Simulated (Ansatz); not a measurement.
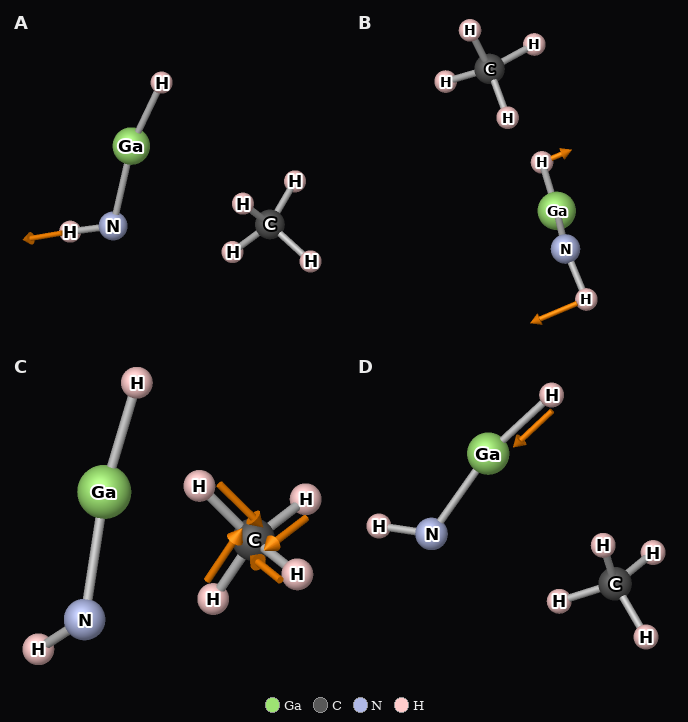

4 normal modes of one molecule or complex, as arrows. Harmonic vibrations computed with RKS PBE0-D4/def2-TZVP (Ansatz 0.2.0) at a stationary point of the same level.

Question: Match the panels to the wavenumbers 176 cm⁻¹, 2090 cm⁻¹, 3031 cm⁻¹, 3579 cm⁻¹.

Answer: A: 3579 cm⁻¹, N–H stretching
B: 176 cm⁻¹
C: 3031 cm⁻¹, in-phase stretching of 4 C–H bonds
D: 2090 cm⁻¹, Ga–H stretching
